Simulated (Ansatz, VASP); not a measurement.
**SnAs: VASP beside Ansatz**

Wanted: the spread between two codes on one cell, functional and k mesh. The cell is taken from a series of VASP runs on this material, whose earlier steps may have relaxed, scaled or displaced it; both programs get it as it stands. Valence electrons are named where the data sets of a main pair hold unlike numbers.

Method: plane waves, with VASP 6.6.1 beside it; band structure at r2SCAN with rVV10, spin-orbit coupling, in Ansatz 0.2.0.

### 1. Starting point

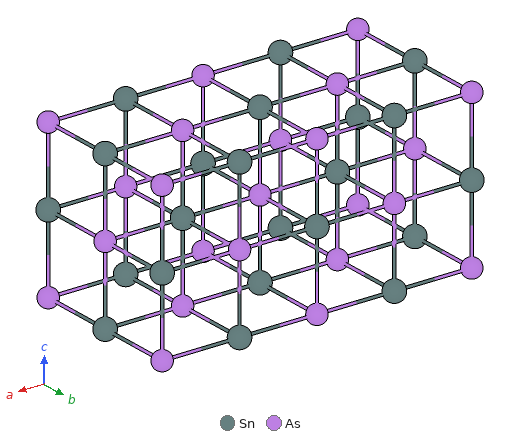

The cell as given, from a free direction (tin teal, arsenic purple). 2×1×1 cells are drawn. This picture shows the conventional cell, with its axes. Some periodic images of atoms are drawn too.

Structure file:

```cif
data_structure
_symmetry_space_group_name_H-M 'Fm-3m'
_symmetry_Int_Tables_number 225
_cell_length_a 5.7343
_cell_length_b 5.7343
_cell_length_c 5.7343
_cell_angle_alpha 90.000
_cell_angle_beta 90.000
_cell_angle_gamma 90.000
_cell_volume 188.55
loop_
_atom_site_label
_atom_site_type_symbol
_atom_site_symmetry_multiplicity
_atom_site_Wyckoff_symbol
_atom_site_fract_x
_atom_site_fract_y
_atom_site_fract_z
_atom_site_occupancy
Sn1 Sn 4 b 0.50000 0.00000 0.00000 1
As1 As 4 a 0.00000 0.00000 0.00000 1
```

### 2. VASP: band structure, r2SCAN with rVV10, spin-orbit coupling

With cell and atoms fixed, the geometry can't cause a difference; cores, projectors, grids and the points listed under the comparison can.

Lines of VASP's logs that name or quote its potential files are left out, and so is its time.

Contents of INCAR:

```
SYSTEM = SnAs
PREC = Accurate
ENCUT = 400
EDIFF = 1E-06
NELM = 100
ISMEAR = 0
SIGMA = 0.05
LREAL = .FALSE.
ALGO = Normal
METAGGA = R2SCAN
LUSE_VDW = .TRUE.
IVDW_NL = 2
BPARAM = 11.95
CPARAM = 0.0093
LASPH = .TRUE.
LNONCOLLINEAR = .TRUE.
MAGMOM = 0 0 0 0 0 0
NBANDS = 30
GGA_COMPAT = .FALSE.
LSORBIT = .TRUE.
LORBIT = 11
LWAVE = .FALSE.
LCHARG = .FALSE.
KPAR = 2
```

Contents of POSCAR:

```
SnAs
1.0
    0.0000000000      2.8671404637      2.8671404637
    2.8671404637      0.0000000000      2.8671404637
    2.8671404637      2.8671404637      0.0000000000
Sn As
1 1
Direct
    0.5000000000      0.5000000000      0.5000000000
    0.0000000000      0.0000000000      0.0000000000
```

Contents of KPOINTS:

```
Automatic mesh
0
Gamma
7 7 7
0 0 0
```

Contents of KPOINTS_OPT:

```
Line mode
16
Line-mode
Reciprocal
  0.00000000   0.00000000   0.00000000 GAMMA
  0.50000000   0.00000000   0.50000000 X

  0.50000000   0.00000000   0.50000000 X
  0.50000000   0.25000000   0.75000000 W

  0.50000000   0.25000000   0.75000000 W
  0.37500000   0.37500000   0.75000000 K

  0.37500000   0.37500000   0.75000000 K
  0.00000000   0.00000000   0.00000000 GAMMA

  0.00000000   0.00000000   0.00000000 GAMMA
  0.50000000   0.50000000   0.50000000 L

  0.50000000   0.50000000   0.50000000 L
  0.62500000   0.25000000   0.62500000 U

  0.62500000   0.25000000   0.62500000 U
  0.50000000   0.25000000   0.75000000 W

  0.50000000   0.25000000   0.75000000 W
  0.50000000   0.50000000   0.50000000 L

  0.50000000   0.50000000   0.50000000 L
  0.37500000   0.37500000   0.75000000 K

  0.62500000   0.25000000   0.62500000 U
  0.50000000   0.00000000   0.50000000 X
```

The projector-augmented-wave data sets are Sn_d and As (PBE family, release 64).

Command:

```
$ mpirun -np 2 vasp_ncl
```

Numbers of over 12 decimals in the logs are rounded to 6 here.

Output:

```text
[banner, memory and clock lines left out]
running    2 mpi-ranks, on    1 nodes
 distrk:  each k-point on    1 cores,    2 groups
 distr:  one band on    1 cores,    1 groups

 POSCAR found type information on POSCAR SnAs
 POSCAR found :  2 types and       2 ions
|                                                                             |
|               ----> ADVICE to this user running VASP <----                  |
|                                                                             |
|     You have switched on vdW-DFT.                                           |
|     This routine was written and supplied by Jiri Klimes. We recommend      |
|     that you carefully read and cite the following publications:            |
|       J. Klimes, D.R. Bowler, A. Michelides                                 |
|          J. Phys.: Cond Matt. 22 022201 (2010)                              |
|       J. Klimes, D.R. Bowler, A. Michelides                                 |
|          Phys. Rev. B. 83, 195131 (2011)                                    |
|     and references therein.                                                 |
|                                                                             |

|                                                                             |
|               ----> ADVICE to this user running VASP <----                  |
|                                                                             |
|     You enforced a specific xc type in the INCAR file but a different       |
|     [... a line on the potential file left out ...]
|     I HOPE YOU KNOW WHAT YOU ARE DOING!                                     |
|                                                                             |

 LDA part: xc-table for (None), standard interpolation
 POSCAR, INCAR and KPOINTS ok, starting setup
 FFT: planning ... GRIDC
 FFT: planning ... GRID_SOFT
 FFT: planning ... GRID
 WAVECAR not read
 entering main loop
       N       E                     dE             d eps       ncg     rms          rms(c)
Total rVV10 correction in eV:      0.4337988    21.5668747
Total rVV10 correction in eV:      0.4337988    21.5668747
DAV:   1     0.119711074163E+03    0.11971E+03   -0.81604E+03  1270   0.149E+03
DAV:   2    -0.224956284691E+02   -0.14221E+03   -0.13711E+03  1224   0.413E+02
DAV:   3    -0.413267895642E+02   -0.18831E+02   -0.18558E+02  1448   0.131E+02
DAV:   4    -0.420367770044E+02   -0.70999E+00   -0.70857E+00  1394   0.274E+01
DAV:   5    -0.420556320597E+02   -0.18855E-01   -0.18854E-01  1638   0.458E+00    0.366E+00
Total rVV10 correction in eV:      0.4353156    21.5668759
Total rVV10 correction in eV:      0.4353156    21.5668759
DAV:   6    -0.391212102166E+02    0.29344E+01   -0.79682E-01  1492   0.150E+01    0.216E+00
Total rVV10 correction in eV:      0.4387393    21.5668759
Total rVV10 correction in eV:      0.4387393    21.5668759
DAV:   7    -0.391200228594E+02    0.11874E-02   -0.80691E-02  1368   0.184E+00    0.109E+00
Total rVV10 correction in eV:      0.4398606    21.5668759
Total rVV10 correction in eV:      0.4398606    21.5668759
DAV:   8    -0.391228113579E+02   -0.27885E-02   -0.50998E-03  1424   0.747E-01    0.523E-01
Total rVV10 correction in eV:      0.4403935    21.5668759
Total rVV10 correction in eV:      0.4403935    21.5668759
DAV:   9    -0.391233677700E+02   -0.55641E-03   -0.53427E-04  1478   0.250E-01    0.163E-01
Total rVV10 correction in eV:      0.4406827    21.5668759
Total rVV10 correction in eV:      0.4406827    21.5668759
DAV:  10    -0.391234969943E+02   -0.12922E-03   -0.16083E-04  1290   0.108E-01    0.459E-02
Total rVV10 correction in eV:      0.4406856    21.5668759
Total rVV10 correction in eV:      0.4406856    21.5668759
DAV:  11    -0.391234984859E+02   -0.14916E-05   -0.42598E-05  1620   0.960E-02    0.159E-02
Total rVV10 correction in eV:      0.4407283    21.5668759
Total rVV10 correction in eV:      0.4407283    21.5668759
DAV:  12    -0.391235005060E+02   -0.20201E-05   -0.40045E-06  1300   0.189E-02    0.366E-03
Total rVV10 correction in eV:      0.4407446    21.5668759
Total rVV10 correction in eV:      0.4407446    21.5668759
DAV:  13    -0.391235010324E+02   -0.52642E-06   -0.62682E-07   830   0.129E-02
Total rVV10 correction in eV:      0.4407531    21.5668759
Total rVV10 correction in eV:      0.4407531    21.5668759
Total rVV10 correction in eV:      0.4407500    21.5668759
Total rVV10 correction in eV:      0.4407500    21.5668759
   1 F= -.39123501E+02 E0= -.39122170E+02  d E =-.266162E-02  mag=     0.0000     0.0000     0.0000
 Start KPOINTS_OPT (optional k-point list driver)
k-point batch [1-20\160]
       N       E                     dE             ncg
DAV:   1     0.535147917494E+03   -0.58002E+04     1286
DAV:   2    -0.241044596714E+04   -0.29456E+04     1226
DAV:   3    -0.279857311812E+04   -0.38813E+03     1540
DAV:   4    -0.281186096533E+04   -0.13288E+02     1424
DAV:   5    -0.281223521097E+04   -0.37425E+00     1690
DAV:   6    -0.281224535613E+04   -0.10145E-01     1650
DAV:   7    -0.281224547912E+04   -0.12300E-03     1704
DAV:   8    -0.281224548360E+04   -0.44761E-05     1402
DAV:   9    -0.281224548371E+04   -0.11219E-06      948
[...]
k-point batch [141-160\160]
       N       E                     dE             ncg
DAV:   1     0.370389760999E+03   -0.11113E+05     1276
DAV:   2    -0.256156721934E+04   -0.29320E+04     1200
DAV:   3    -0.292993872783E+04   -0.36837E+03     1520
DAV:   4    -0.294264701070E+04   -0.12708E+02     1410
DAV:   5    -0.294301083283E+04   -0.36382E+00     1648
DAV:   6    -0.294301978766E+04   -0.89548E-02     1662
DAV:   7    -0.294301998557E+04   -0.19791E-03     1672
DAV:   8    -0.294301998869E+04   -0.31236E-05     1376
DAV:   9    -0.294301998880E+04   -0.10578E-06      882
```

Parts of OUTCAR (step 2):

```text
ion  position               nearest neighbor table
   1  0.500  0.500  0.500-   2 2.87   2 2.87   2 2.87   2 2.87   2 2.87   2 2.87
   2  0.000  0.000  0.000-   1 2.87   1 2.87   1 2.87   1 2.87   1 2.87   1 2.87

  LATTYP: Found a face centered cubic cell.
 ALAT       =     5.7342809274

 Subroutine GETGRP returns: Found 48 space group operations
 (whereof 48 operations were pure point group operations)

The static configuration has the point symmetry O_h .

 Found     20 irreducible k-points:

   k-points           NKPTS =     20   k-points in BZ     NKDIM =     20   number of bands    NBANDS=     30

   dimension x,y,z NGX =    28 NGY =   28 NGZ =   28
   dimension x,y,z NGXF=    56 NGYF=   56 NGZF=   56

   ENCUT  =  400.0 eV  29.40 Ry    5.42 a.u.   6.61  6.61  6.61*2*pi/ulx,y,z

   NELECT =      19.0000    total number of electrons

 k-points in reciprocal lattice and weights: Automatic mesh
   0.00000000  0.00000000  0.00000000       0.003
   0.14285714  0.00000000  0.00000000       0.023
   0.28571429  0.00000000  0.00000000       0.023
   0.42857143  0.00000000  0.00000000       0.023
   0.14285714  0.14285714  0.00000000       0.017
   0.28571429  0.14285714  0.00000000       0.070
   0.42857143  0.14285714  0.00000000       0.070
  -0.42857143  0.14285714  0.00000000       0.070
  -0.28571429  0.14285714  0.00000000       0.070
[...]
-0.42857143  0.42857143  0.14285714       0.070
  -0.28571429  0.42857143  0.14285714       0.070

 average (electrostatic) potential at core
       1-105.7777       2 -52.2326

 E-fermi :   7.0040

 k-point     1 :       0.0000    0.0000    0.0000
  band No.  band energies     occupation
    ...
     16       5.3387      1.00000
     17       5.7663      1.00000
     18       5.7663      1.00000
     19       5.7663      1.00000
     20       5.7663      1.00000
     21      12.1761      0.00000
     22      12.1761      0.00000
     23      12.9203      0.00000
     24      12.9203      0.00000
     25      12.9203      0.00000
    ...

 k-point     2 :       0.1429    0.0000    0.0000
  band No.  band energies     occupation
    ...
     16       5.5101      1.00000
     17       5.7958      1.00000
     18       5.7958      1.00000
     19       6.9993      0.55293
     20       6.9993      0.55293
     21      11.0381      0.00000
     22      11.0381      0.00000
     23      11.5449      0.00000
     24      11.5449      0.00000
     25      11.6547      0.00000
    ...

 k-point     3 :       0.2857    0.0000    0.0000
  band No.  band energies     occupation
    ...
     14       0.2524      1.00000
     15       5.6898      1.00000
     16       5.6898      1.00000
     17       5.9339      1.00000
     18       5.9339      1.00000
     19       7.8497      0.00000
     20       7.8497      0.00000
     21       9.4308      0.00000
     22       9.4308      0.00000
     23       9.8167      0.00000
    ...

  Total       -0.0050281     -0.0050281     -0.0050281      0.0000000      0.0000000     -0.0000000
  in kB       -0.1708968     -0.1708968     -0.1708968      0.0000000      0.0000000     -0.0000000
  external PRESSURE =      -0.1708968 kB  Pullay stress =       0.0000000 kB

  energy-cutoff  :      400.00
  volume of cell :       47.14
      direct lattice vectors                 reciprocal lattice vectors
     0.000000000  2.867140464  2.867140464    -0.174389782  0.174389782  0.174389782
     2.867140464  0.000000000  2.867140464     0.174389782 -0.174389782  0.174389782
     2.867140464  2.867140464  0.000000000     0.174389782  0.174389782 -0.174389782

 POSITION                                       TOTAL-FORCE (eV/Angst)
 -----------------------------------------------------------------------------------
      2.86714      2.86714      2.86714         0.000000      0.000000      0.000000
      0.00000      0.00000      0.00000        -0.000000     -0.000000     -0.000000
 -----------------------------------------------------------------------------------
    total drift:                                0.000000      0.000000      0.000000

  FREE ENERGIE OF THE ION-ELECTRON SYSTEM (eV)
  ---------------------------------------------------
  free  energy   TOTEN  =       -39.1235010324 eV

  energy  without entropy=      -39.1208394112  energy(sigma->0) =      -39.12217022

 Spin-Orbit-Coupling matrix elements
 Ion:    1  E_soc:     -0.0906313
 Ion:    2  E_soc:     -0.0254672

 total charge
# of ion       s       p       d       tot
------------------------------------------
    1        1.197   0.972  10.012  12.180
    2        1.258   1.484   0.035   2.776
--------------------------------------------------
tot          2.455   2.455  10.046  14.957

 magnetization (x)
# of ion       s       p       d       tot
------------------------------------------
    1       -0.000   0.000   0.000  -0.000
    2        0.000   0.000  -0.000   0.000
--------------------------------------------------
tot         -0.000   0.000   0.000   0.000

 magnetization (y)
# of ion       s       p       d       tot
------------------------------------------
    1       -0.000   0.000  -0.000  -0.000
    2       -0.000   0.000  -0.000  -0.000
--------------------------------------------------
tot         -0.000   0.000  -0.000  -0.000

 magnetization (z)
# of ion       s       p       d       tot
------------------------------------------
    1       -0.000   0.000   0.000   0.000
    2        0.000   0.000   0.000   0.000
--------------------------------------------------
tot         -0.000   0.000   0.000   0.000

[... 3 further parts left out ...]
```

This run has no spin polarisation. Its electron count is odd, so without a moment it is a metal by construction. The k-mesh is coarse for a metal. The PAW data sets were made with PBE, which is usual practice but a small mismatch for other functionals.

[end of part 1 of 2]

[Lines on the potential files, build, host, timing and source positions are cut from VASP's logs without a mark.]

[Logs are printed without paths, hosts, clocks, repeated set-up lines and the standing remarks that a program may print on its own settings, such as how far it seeks lower states.]

[Hosts, paths, dates, database ids (printed as entryN), source tags and the programs' standing remarks are cut or masked in the printed files.]
